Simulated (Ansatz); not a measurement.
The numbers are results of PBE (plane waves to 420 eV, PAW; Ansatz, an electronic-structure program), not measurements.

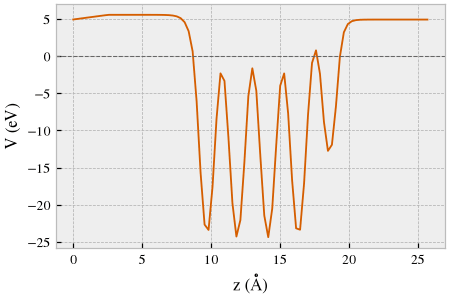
Fig. 1. Electrostatic potential energy of an electron, averaged over planes parallel to the surface, in eV from the Fermi level, for Cl on the 1x1 (111) surface of fcc Ir, one in a 1x1 cell, started at the site 'top Ir'

Slab: 5 atoms, 6.6 Å thick at the start under the adsorbate (thin: gaps and levels are the slab's own); k 12x12x1, smearing 0.1 eV, dipole-corrected; 2 atoms held, the rest relaxed; held to the start's symmetry, so lower structures may exist; no spin, no spin-orbit, no U, no dispersion correction. At the end it is bonded to Ir. In PBE it is, or lies within 0.03 eV of, the lowest of the starts that converged.

The vacuum level lies 4.92 eV above the Fermi level over the top face and 5.56 eV above it under the bottom face.
